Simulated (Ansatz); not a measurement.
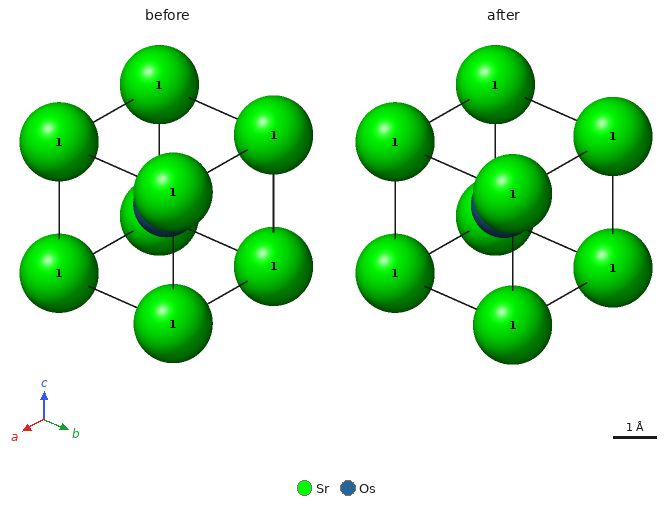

Left: a crystal of SrOs (built on the CsCl type). Right: the same structure after one change, at the same scale. The picture is a spheres-only view of the cell of the calculation, seen from a free direction.

Theory: DFT r2SCAN, scalar-relativistic, plane waves, PAW in Ansatz 0.2.0. (plane-wave cutoff 500 eV; k-point mesh 10 × 10 × 10; occupations gaussian; smearing width 0.05 eV; no spin polarisation)

Q: What distinguishes the right structure from the left one?

A: The cell is strained by +3.0 % along b and none across it (volume +3.0 %), the atoms keeping their fractional coordinates. No relaxation follows.

Q: And its effect?

A: The energy rises by 3.7 meV per atom. The pressure goes from 0.0 to −1.9 GPa. The principal stresses (compression positive) are −1.6 GPa along b and −2.1 GPa across it. All forces vanish by symmetry. Some distances before and after: Sr–Sr 3.585 → 3.585 to 3.692 Å, Os–Sr 3.105 → 3.136 Å. The space group (tolerance 0.01 Å) goes from Pm-3m (No. 221) to P4/mmm (No. 123).
